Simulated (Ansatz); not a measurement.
WSe2, pressure series

The parent structure is WSe2 in the 2H-MoS2 type structure (space group P6_3/mmc, No. 194; a = 3.2791 Å, c = 12.7861 Å; layered, stacked along the Cartesian z axis).

Cell and atoms are relaxed at each pressure.

The values are results of PBE-D3(BJ), PAW, 420 eV (Ansatz, a quantum-chemistry and plane-wave program; no spin-orbit coupling), not measurements.

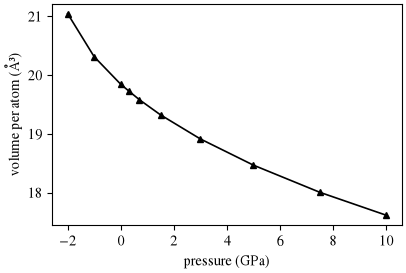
Volume per atom against pressure

```csv
pressure (GPa),volume per atom
-2,21.05 Å³
-1,20.31 Å³
0.3,19.73 Å³
0.7,19.58 Å³
1.5,19.32 Å³
3,18.91 Å³
5,18.47 Å³
7.5,18.00 Å³
10,17.61 Å³
```

Load acts through the strain it causes; cell and atoms are relaxed under it. No phonon test of stability was made. Competing high-pressure phases were not computed.
